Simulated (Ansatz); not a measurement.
# CH4AlNO: single points with varied inputs

How do the results and run time of CH4AlNO respond when the settings are drawn wide?

Computed with Ansatz 0.2.0, Gaussian basis. Level: the settings change from run to run.

### Step 1. The geometry

The geometry comes from an earlier relaxation with PBE0-D4 in a triple-zeta def2 set; it is a stationary point, not always the lowest conformer.

8 atoms, charge 0, spin multiplicity 1.

Atoms are counted from 1 here; the program's logs count them from 0.

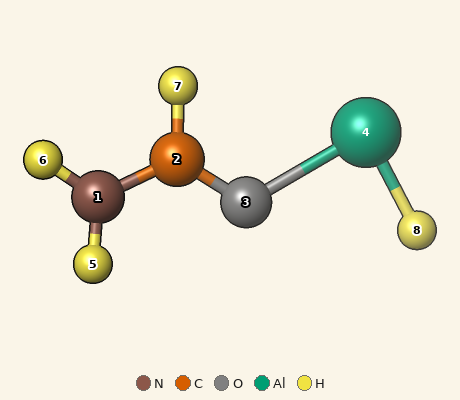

The geometry (nitrogen brown, carbon orange, oxygen grey, aluminium teal, hydrogen yellow); atoms are numbered from 1 in the order of the file.

### Step 2. PBEsol/def2-TZVP

Options: multiplicity 3, density fitting with def2-universal-jkfit, high accuracy.

in.yaml reads:

```yaml
crystal:
  periodic: [false, false, false]
  atoms:
    - {symbol: N, position_ang: [-0.307405, 1.564198, 0.011506]}
    - {symbol: C, position_ang: [0.292711, 0.383382, 0.026591]}
    - {symbol: O, position_ang: [-0.318002, -0.682284, -0.049504]}
    - {symbol: Al, position_ang: [0.780162, -2.468016, -0.014731]}
    - {symbol: H, position_ang: [-1.310992, 1.614487, -0.065541]}
    - {symbol: H, position_ang: [0.224729, 2.414010, 0.075414]}
    - {symbol: H, position_ang: [1.389081, 0.399162, 0.112412]}
    - {symbol: H, position_ang: [-0.658082, -3.282038, -0.152049]}
basis:
  gaussian: {orbitals: def2-TZVP, fitting: {mean_field: def2-universal-jkfit}}
magnetization: {spin_polarized: true, initial_magnetization: 2}
hamiltonian: {xc: {name: PBEsol}}
accuracy: high
```

On the command line:

```sh
> ansatz run in.yaml --threads 2 --pin off --events-out ev --progress --plain --max-ram 4352MiB
```

The program printed:

```text
Functional definition: PBEsol
  name "PBEsol"
  cite "Perdew et al., Phys. Rev. Lett. 100, 136406 (2008) doi:10.1103/PhysRevLett.100.136406"
  cite "Perdew, Burke & Ernzerhof, Phys. Rev. Lett. 77, 3865 (1996) doi:10.1103/PhysRevLett.77.3865"
  parent pbesol
  exchange = pbesol_x
  correlation = pbesol_c
429 factors; integrals over basis functions are off by at most 8.8e-1 eV
mean field evaluation 1: about -11179.9405 eV, gradient 6.0e1 eV
mean field evaluation 2: about -10966.5133 eV, gradient 1.8e2 eV
mean field evaluation 4: about -11185.7125 eV, gradient 4.8e1 eV
mean field evaluation 8: about -11196.6952 eV, gradient 1.8e0 eV
mean field evaluation 16: about -11196.7182 eV, gradient 2.6e-3 eV
mean field evaluation 32: about -11196.5655 eV, gradient 8.0e-1 eV
mean field -11196.71817437 eV, -411.4718034999 hartree, gradient 5.4e-8 eV, S^2 2.002459; 1 other end points of the search recorded, 0 dependent functions left out
reference -11196.71817841 eV, -411.4718036486 hartree; 20, 18 occupied and 134, 136 virtual orbitals, 429 factors
Total energy: -11196.71817841 eV, -411.4718036486 hartree
```

Run time: 7.5 s. Hardware: 2 threads of Arm Neoverse V1, shared host; peak memory 0.26 GiB.

⟨S²⟩ 2.002.

### Step 3. BCCD(T)/aug-cc-pVDZ

This run has a grid of angular degree 47, finite nuclei, 2 DIIS vectors, the search for lower states set to light.

Changes to in.yaml since step 2:

```diff
@@ -12,5 +12,5 @@
 basis:
-  gaussian: {orbitals: def2-TZVP, fitting: {mean_field: def2-universal-jkfit}}
-magnetization: {spin_polarized: true, initial_magnetization: 2}
-hamiltonian: {xc: {name: PBEsol}}
-accuracy: high
+  gaussian: {orbitals: aug-cc-pVDZ, final_grid: {core_spheres: 20, valence_spheres: 16, degree: 47}, nuclear_model: gaussian}
+hamiltonian: {xc: {name: HF}}
+correlation: {method: bccd_t, diis_vectors: 2}
+scf: {lower_state_search: light}
```

The command is unchanged.

The program printed, cut to the lines that bear on the results:

```text
Functional definition: HF
  name "HF"
  cite "Fock, Z. Phys. 61, 126 (1930) doi:10.1007/BF01340294"
  parent pbe
[...]
1294 factors; integrals over basis functions are off by at most 6.7e-4 eV
[...]
mean field -11195.66093037 eV, -411.4329504997 hartree, gradient 1.2e-6 eV, S^2 0.000000; 1 other end points of the search recorded, 0 dependent functions left out; unrestricted orbitals would lower it
8 core orbitals not correlated: weight in the atoms' cores, before any rotation towards them, 1.000 or more for the frozen orbitals, at most 0.000 for the correlated occupied ones
reference -11195.66093037 eV, -411.4329504997 hartree; 11, 11 occupied and 113, 113 virtual orbitals, 1294 factors
second order -15.44799518 eV of doubles, -0.00000000 eV of singles
cycle   1  -15.78374143 eV  change   -3.4e-1 eV  update   1.2e-1
[...]
cycle  13  -16.39151240 eV  change    2.0e-6 eV  update   1.0e-5
perturbative correction -0.62971879 eV, -0.0231417386 hartree
Total energy: -11212.68216156 eV, -412.0584692083 hartree
```

It took 20 s on 2 threads of Arm Neoverse V1, shared host; peak memory 1 GiB.

### Step 4. SPW92/STO-3G

Changes to in.yaml since step 3:

```diff
@@ -12,5 +12,3 @@
 basis:
-  gaussian: {orbitals: aug-cc-pVDZ, final_grid: {core_spheres: 20, valence_spheres: 16, degree: 47}, nuclear_model: gaussian}
-hamiltonian: {xc: {name: HF}}
-correlation: {method: bccd_t, diis_vectors: 2}
-scf: {lower_state_search: light}
+  gaussian: {orbitals: STO-3G}
+hamiltonian: {xc: {name: SPW92}}
```

Launched as before.

The program printed:

```text
Functional definition: SPW92
  name "SPW92"
  cite "Dirac, Proc. Camb. Phil. Soc. 26, 376 (1930) doi:10.1017/S0305004100016108"
  cite "Slater, Phys. Rev. 81, 385 (1951) doi:10.1103/PhysRev.81.385"
  cite "Perdew & Wang, Phys. Rev. B 45, 13244 (1992) doi:10.1103/PhysRevB.45.13244"
  exchange = slater_x
  correlation = pw_c
363 factors; integrals over basis functions are off by at most 4.7e-5 eV
mean field evaluation 1: about -11022.7314 eV, gradient 2.5e1 eV
mean field evaluation 2: about -10997.2855 eV, gradient 5.2e1 eV
mean field evaluation 4: about -11024.4023 eV, gradient 1.0e1 eV
mean field evaluation 8: about -10999.9721 eV, gradient 4.2e1 eV
mean field evaluation 16: about -11024.6870 eV, gradient 4.1e-2 eV
mean field -11024.68711856 eV, -405.1497788059 hartree, gradient 3.0e-5 eV, S^2 0.000000; 0 other end points of the search recorded, 0 dependent functions left out
reference -11024.68714136 eV, -405.1497796438 hartree; 19, 19 occupied and 9, 9 virtual orbitals, 363 factors
Total energy: -11024.68714136 eV, -405.1497796438 hartree
```

Run time: 0.4 s. Hardware: 2 threads of Arm Neoverse V1, shared host.

### Step 5. wB97X-V/cc-pVDZ

This run has high accuracy, the search for lower states set to off.

Changes to in.yaml since step 4:

```diff
@@ -12,3 +12,5 @@
 basis:
-  gaussian: {orbitals: STO-3G}
-hamiltonian: {xc: {name: SPW92}}
+  gaussian: {orbitals: cc-pVDZ}
+hamiltonian: {xc: {name: wB97X-V}}
+accuracy: high
+scf: {lower_state_search: off}
```

Same command.

The program printed, cut to the lines that bear on the results:

```text
Functional definition: wB97X-V
  name "wB97X-V"
  cite "Mardirossian & Head-Gordon, Phys. Chem. Chem. Phys. 16, 9904 (2014) doi:10.1039/C3CP54374A"
  cite "Becke, J. Chem. Phys. 107, 8554 (1997) doi:10.1063/1.475007"
  cite "Vydrov & Van Voorhis, J. Chem. Phys. 133, 244103 (2010) doi:10.1063/1.3521275"
[...]
      + integral(e_c_pw_opposite_spin*poly(b97_u_opposite, cos0, cos1)) + vv10(b, c)
[...]
1836 factors; integrals over basis functions are off by at most 3.9e-9 eV
361 factors; integrals over basis functions are off by at most 2.4e-9 eV
[...]
mean field -11232.90554173 eV, -412.8016647216 hartree, gradient 2.8e-8 eV, S^2 0.000000; 0 other end points of the search recorded, 0 dependent functions left out
reference -11232.90554155 eV, -412.8016647152 hartree; 19, 19 occupied and 61, 61 virtual orbitals, 1836 factors
Total energy: -11232.90554155 eV, -412.8016647152 hartree
Checks for a lower state left out: stability, starts, cluster_reference, orbital_swaps, neighbouring_geometries, increment
```

It took 21 s on 2 threads of Arm Neoverse V1, shared host; peak memory 0.28 GiB.

### Step 6. BCCD(T)/6-31G

Options: charge -1, multiplicity 2, restricted open-shell orbitals, a grid of angular degree 47, correlated electrons set to all.

Changes to in.yaml since step 5:

```diff
@@ -12,5 +12,6 @@
 basis:
-  gaussian: {orbitals: cc-pVDZ}
-hamiltonian: {xc: {name: wB97X-V}}
-accuracy: high
-scf: {lower_state_search: off}
+  gaussian: {orbitals: 6-31G, final_grid: {core_spheres: 20, valence_spheres: 16, degree: 47}}
+total_charge: -1
+magnetization: {spin_polarized: false, initial_magnetization: 1}
+hamiltonian: {xc: {name: HF}}
+correlation: {method: bccd_t, electrons: all}
```

The command is unchanged.

The program printed, cut to the lines that bear on the results:

```text
Functional definition: HF
  name "HF"
  cite "Fock, Z. Phys. 61, 126 (1930) doi:10.1007/BF01340294"
  parent pbe
[...]
600 factors; integrals over basis functions are off by at most 2.6e-4 eV
[...]
mean field -11190.49942958 eV, -411.2432688440 hartree, gradient 1.7e-6 eV, S^2 0.750000; 9 other end points of the search recorded, 0 dependent functions left out
[...]
determinant -11190.49942958 eV, -411.2432688440 hartree, with singles and doubles -11201.03486923 eV, -411.6304391102 hartree
determinant -11190.18716041 eV, -411.2317931636 hartree, with singles and doubles -11200.42686275 eV, -411.6080952842 hartree
determinant -11190.08484560 eV, -411.2280331638 hartree, with singles and doubles -11200.98520848 eV, -411.6286141114 hartree
determinant -11189.00532887 eV, -411.1883616558 hartree, with singles and doubles -11199.58200434 eV, -411.5770473103 hartree
determinant -11188.07415408 eV, -411.1541416135 hartree, with singles and doubles -11198.79387473 eV, -411.5480840813 hartree
determinant -11190.49942958 eV, -411.2432688440 hartree, with singles and doubles -11201.04255514 eV, -411.6307215620 hartree
determinant -11190.08484560 eV, -411.2280331638 hartree, with singles and doubles -11201.03608378 eV, -411.6304837441 hartree
[...]
reference -11190.49942958 eV, -411.2432688440 hartree; 20, 19 occupied and 28, 29 virtual orbitals, 600 factors
second order -9.83172547 eV of doubles, -0.02430426 eV of singles
cycle   1  -10.50209216 eV  change    4.1e-2 eV  update   2.3e-2
[...]
cycle  11  -10.50412156 eV  change   -2.5e-5 eV  update   4.1e-5
perturbative correction -0.34556328 eV, -0.0126992165 hartree
Total energy: -11201.34911442 eV, -411.6419874079 hartree
```

Wall time 19 s (2 threads of Arm Neoverse V1, shared host); peak memory 0.31 GiB.

### Step 7. PBEsol/cc-pVDZ

Set apart from the defaults: D3(BJ) with three-body dispersion, the search for lower states set to light.

Changes to in.yaml since step 6:

```diff
@@ -12,6 +12,4 @@
 basis:
-  gaussian: {orbitals: 6-31G, final_grid: {core_spheres: 20, valence_spheres: 16, degree: 47}}
-total_charge: -1
-magnetization: {spin_polarized: false, initial_magnetization: 1}
-hamiltonian: {xc: {name: HF}}
-correlation: {method: bccd_t, electrons: all}
+  gaussian: {orbitals: cc-pVDZ}
+hamiltonian: {xc: {name: PBEsol}, dispersion: d3bjatm}
+scf: {lower_state_search: light}
```

Same command.

The program printed:

```text
Functional definition: PBEsol
  name "PBEsol"
  cite "Perdew et al., Phys. Rev. Lett. 100, 136406 (2008) doi:10.1103/PhysRevLett.100.136406"
  cite "Perdew, Burke & Ernzerhof, Phys. Rev. Lett. 77, 3865 (1996) doi:10.1103/PhysRevLett.77.3865"
  parent pbesol
  exchange = pbesol_x
  correlation = pbesol_c
998 factors; their error is unknown
mean field evaluation 1: about -11190.1044 eV, gradient 5.4e1 eV
mean field evaluation 2: about -11175.6303 eV, gradient 1.0e2 eV
mean field evaluation 4: about -11195.9813 eV, gradient 9.7e0 eV
mean field evaluation 8: about -11196.1813 eV, gradient 1.5e-1 eV
mean field evaluation 16: about -11196.1312 eV, gradient 6.0e-5 eV
mean field -11196.13119615 eV, -411.4502324483 hartree, gradient 6.0e-5 eV, S^2 0.000000; 1 other end points of the search recorded, 0 dependent functions left out
reference -11196.13123509 eV, -411.4502338791 hartree; 19, 19 occupied and 61, 61 virtual orbitals, 998 factors
Total energy: -11196.18395333 eV, -411.4521712388 hartree
```

Wall time 1.2 s (2 threads of Arm Neoverse V1, shared host).

### Step 8. BHLYP/6-31G*

Set apart from the defaults: charge -1, multiplicity 2, restricted open-shell orbitals, finite nuclei.

Changes to in.yaml since step 7:

```diff
@@ -12,4 +12,5 @@
 basis:
-  gaussian: {orbitals: cc-pVDZ}
-hamiltonian: {xc: {name: PBEsol}, dispersion: d3bjatm}
-scf: {lower_state_search: light}
+  gaussian: {orbitals: "6-31G*", nuclear_model: gaussian}
+total_charge: -1
+magnetization: {spin_polarized: false, initial_magnetization: 1}
+hamiltonian: {xc: {name: BHLYP}}
```

The command is unchanged.

The program printed:

```text
Functional definition: BHLYP
  name "BHLYP"
  cite "Becke, J. Chem. Phys. 98, 1372 (1993) doi:10.1063/1.464304"
  cite "Becke, Phys. Rev. A 38, 3098 (1988) doi:10.1103/PhysRevA.38.3098"
  cite "Lee, Yang & Parr, Phys. Rev. B 37, 785 (1988) doi:10.1103/PhysRevB.37.785"
  parameter a = 0.5
  exchange = (1 - a)*b88_x + a*exact_x
  correlation = lyp_c
700 factors; integrals over basis functions are off by at most 1.0e-3 eV
mean field evaluation 1: about -11228.0127 eV, gradient 2.9e1 eV
mean field evaluation 2: about -11228.0384 eV, gradient 2.9e1 eV
mean field evaluation 4: about -11230.4712 eV, gradient 1.3e1 eV
mean field evaluation 8: about -11230.9730 eV, gradient 9.1e-1 eV
mean field evaluation 16: about -11230.9791 eV, gradient 1.6e-2 eV
mean field evaluation 32: about -11230.8636 eV, gradient 5.2e0 eV
mean field -11230.97915124 eV, -412.7308711768 hartree, gradient 3.3e-5 eV, S^2 0.750000; 5 other end points of the search recorded, 0 dependent functions left out
reference -11230.97930418 eV, -412.7308767973 hartree; 20, 19 occupied and 52, 53 virtual orbitals, 700 factors
Total energy: -11230.97930418 eV, -412.7308767973 hartree
```

Run time: 3.7 s. Hardware: 2 threads of Arm Neoverse V1, shared host.

### Step 9. B97M-V/def2-TZVP

Changes to in.yaml since step 8:

```diff
@@ -12,5 +12,4 @@
 basis:
-  gaussian: {orbitals: "6-31G*", nuclear_model: gaussian}
-total_charge: -1
-magnetization: {spin_polarized: false, initial_magnetization: 1}
-hamiltonian: {xc: {name: BHLYP}}
+  gaussian: {orbitals: def2-TZVP}
+hamiltonian: {xc: {name: B97M-V}}
+output: {forces: true}
```

The command is unchanged.

The program printed, cut to the lines that bear on the results:

```text
Functional definition: B97M-V
  name "B97M-V"
  cite "Mardirossian & Head-Gordon, J. Chem. Phys. 142, 074111 (2015) doi:10.1063/1.4907719"
  cite "Becke, J. Chem. Phys. 107, 8554 (1997) doi:10.1063/1.475007"
  cite "Vydrov & Van Voorhis, J. Chem. Phys. 133, 244103 (2010) doi:10.1063/1.3521275"
  # Of w^i u^j: cxij and so on, Table III.
[...]
  gx(w, u) = cx00 + cx01*u + cx02*u^2 + (cx10 + cx11*u)*w
  gss(w, u) = css00 + css02*u^2 + css10*w + (css32*w^3 + css42*w^4)*u^2
  gos(w, u) = cos00 + cos01*u + cos03*u^3 + cos10*w + cos32*w^3*u^2
[...]
      + integral(e_c_pw_mod_opposite_spin*gos(b97_w_opposite, b97_u_opposite)) + vv10(b, c)
921 factors; their error is unknown
[...]
mean field -11234.99641501 eV, -412.8785028977 hartree, gradient 1.5e-5 eV, S^2 0.000000; 0 other end points of the search recorded, 0 dependent functions left out
[...]
reference -11234.99647433 eV, -412.8785050776 hartree; 19, 19 occupied and 135, 135 virtual orbitals, 921 factors
Total energy: -11234.99647433 eV, -412.8785050776 hartree
Atom 0 at    -0.307405     1.564198     0.011506 Å, force    -0.033864     0.076825    -0.000831 eV/Å
Atom 1 at     0.292711     0.383382     0.026591 Å, force     0.088700    -0.000178     0.007342 eV/Å
Atom 2 at    -0.318002    -0.682284    -0.049504 Å, force     0.061149     0.055486     0.005771 eV/Å
Atom 3 at     0.780162    -2.468016    -0.014731 Å, force     0.005953    -0.010841     0.000456 eV/Å
Atom 4 at    -1.310992     1.614487    -0.065541 Å, force     0.200893    -0.000951     0.015622 eV/Å
Atom 5 at     0.224729     2.414010     0.075414 Å, force    -0.118120    -0.170420    -0.013409 eV/Å
Atom 6 at     1.389081     0.399162     0.112412 Å, force    -0.178510     0.048038    -0.012981 eV/Å
Atom 7 at    -0.658082    -3.282038    -0.152049 Å, force    -0.026202     0.002041    -0.001971 eV/Å
Dipole moment:    -0.206221     1.655044     0.029414 e Å
```

Wall time 8.5 s (2 threads of Arm Neoverse V1, shared host).

Largest force 0.208 eV/Å, dipole 8.01 D.

### Step 10. revPBE0/6-31G

Set apart from the defaults: charge +1, multiplicity 2, density fitting with cc-pVTZ-jkfit.

Changes to in.yaml since step 9:

```diff
@@ -12,4 +12,6 @@
 basis:
-  gaussian: {orbitals: def2-TZVP}
-hamiltonian: {xc: {name: B97M-V}}
+  gaussian: {orbitals: 6-31G, fitting: {mean_field: cc-pVTZ-jkfit}}
+total_charge: 1
+magnetization: {spin_polarized: true, initial_magnetization: 1}
+hamiltonian: {xc: {name: revPBE0}}
 output: {forces: true}
```

Same command.

The program printed, cut to the lines that bear on the results:

```text
Functional definition: revPBE0
  name "revPBE0"
  cite "Zhang & Yang, Phys. Rev. Lett. 80, 890 (1998) doi:10.1103/PhysRevLett.80.890"
  cite "Adamo & Barone, J. Chem. Phys. 110, 6158 (1999) doi:10.1063/1.478522"
  cite "Perdew, Burke & Ernzerhof, Phys. Rev. Lett. 77, 3865 (1996) doi:10.1103/PhysRevLett.77.3865"
[...]
478 factors; integrals over basis functions are off by at most 2.3e-3 eV
[...]
mean field -11223.16316016 eV, -412.4436388028 hartree, gradient 1.9e-5 eV, S^2 0.756007; 0 other end points of the search recorded, 0 dependent functions left out
[...]
reference -11223.16319612 eV, -412.4436401240 hartree; 19, 18 occupied and 29, 30 virtual orbitals, 478 factors
Total energy: -11223.16319612 eV, -412.4436401240 hartree
Atom 0 at    -0.307405     1.564198     0.011506 Å, force     0.273420    -0.472497     0.007345 eV/Å
Atom 1 at     0.292711     0.383382     0.026591 Å, force     1.745935     3.817876     0.239564 eV/Å
Atom 2 at    -0.318002    -0.682284    -0.049504 Å, force    -0.516664    -4.137497    -0.153174 eV/Å
Atom 3 at     0.780162    -2.468016    -0.014731 Å, force    -1.676531     0.360472    -0.120393 eV/Å
Atom 4 at    -1.310992     1.614487    -0.065541 Å, force    -0.224091     0.132621    -0.013345 eV/Å
Atom 5 at     0.224729     2.414010     0.075414 Å, force     0.008129     0.246568     0.007886 eV/Å
Atom 6 at     1.389081     0.399162     0.112412 Å, force    -0.190885     0.271739    -0.007515 eV/Å
Atom 7 at    -0.658082    -3.282038    -0.152049 Å, force     0.580687    -0.219282     0.039633 eV/Å
Dipole moment:     0.534558     0.192611     0.046240 e Å
```

Wall time 1.2 s (2 threads of Arm Neoverse V1, shared host).

Largest force 4.205 eV/Å, ⟨S²⟩ 0.756.

### Step 11. The runs in one table

```
              level  charge  multiplicity  geometry  functions  energy (eV)   time
   PBEsol/def2-TZVP       0             3   relaxed        154   -11196.718  7.5 s
BCCD(T)/aug-cc-pVDZ       0             1   relaxed        132   -11212.682   20 s
       SPW92/STO-3G       0             1   relaxed         28   -11024.687  0.4 s
    wB97X-V/cc-pVDZ       0             1   relaxed         80   -11232.906   21 s
      BCCD(T)/6-31G      -1             2   relaxed         48   -11201.349   19 s
     PBEsol/cc-pVDZ       0             1   relaxed         80   -11196.184  1.2 s
       BHLYP/6-31G*      -1             2   relaxed         72   -11230.979  3.7 s
   B97M-V/def2-TZVP       0             1   relaxed        154   -11234.996  8.5 s
      revPBE0/6-31G       1             2   relaxed         48   -11223.163  1.2 s
```

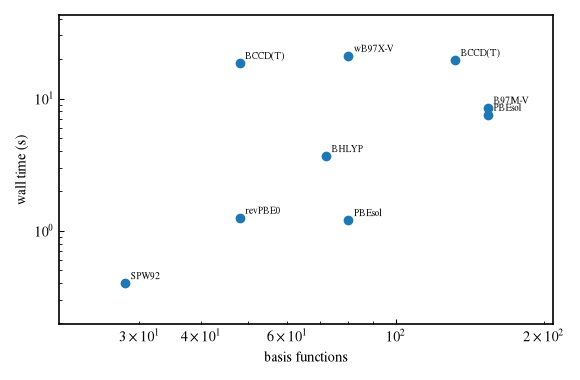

Wall time against the number of basis functions (shared host).

### Step 12. Outcome

| quantity | value |
| --- | --- |
| runs | 9 |
| quickest | SPW92/STO-3G, 0.4 s |
| slowest | wB97X-V/cc-pVDZ, 21 s |
| spread of total energies, same state and geometry | 210.3 eV |

What this shows: wB97X-V/cc-pVDZ took 53 times as long as SPW92/STO-3G. The jobs differ in tasks and options as well as level. Total energies at one charge and spin differ by 210 eV between levels, so only differences within one level mean anything. At the PBE0-D4/def2-TZVP geometry and in the same state, runs without warnings or point charges leave forces up to 0.21 eV/Å (B97M-V/def2-TZVP).
